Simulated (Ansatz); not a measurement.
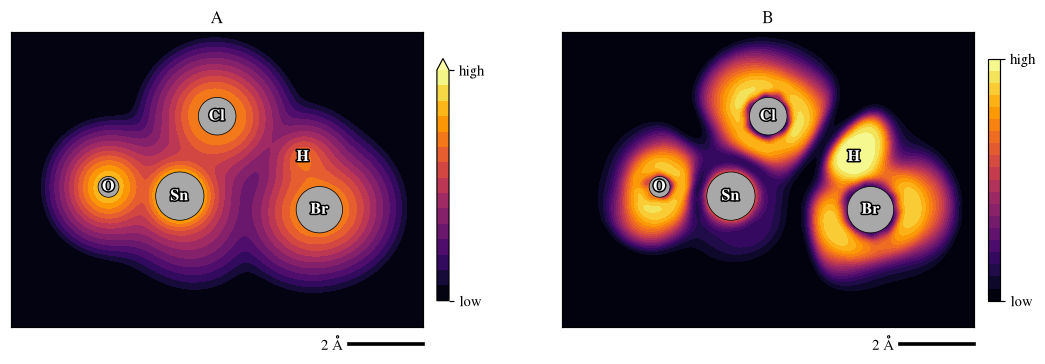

Cl3HOSn···HBr: 2 fields on the plane of atoms Cl2, Sn1 and O3, with unlabelled colour scales. Grey discs cover the atomic cores.

Core potentials replace the inner electrons of Sn; not at a stationary point (largest force 1.7 eV/Å).

All numbers below come from RKS BHLYP-D4/def2-SVP (Ansatz).

Question: Which field does each panel show? The fields are: electron density and electron localisation function.

Answer: Panel A: electron density. Panel B: electron localisation function. From the grid: Cl2···H8 (2.57 Å): the density falls to about 0.09 e/Å³ on the way; the ELF dips to about 0.05 between them. Sn–O (1.95 Å): ρ at the midpoint is about 0.78 e/Å³; the ELF peaks at about 0.85 in the valence shell of O, 0.6 Å from its nucleus, and drops to about 0.15 between the two atoms.
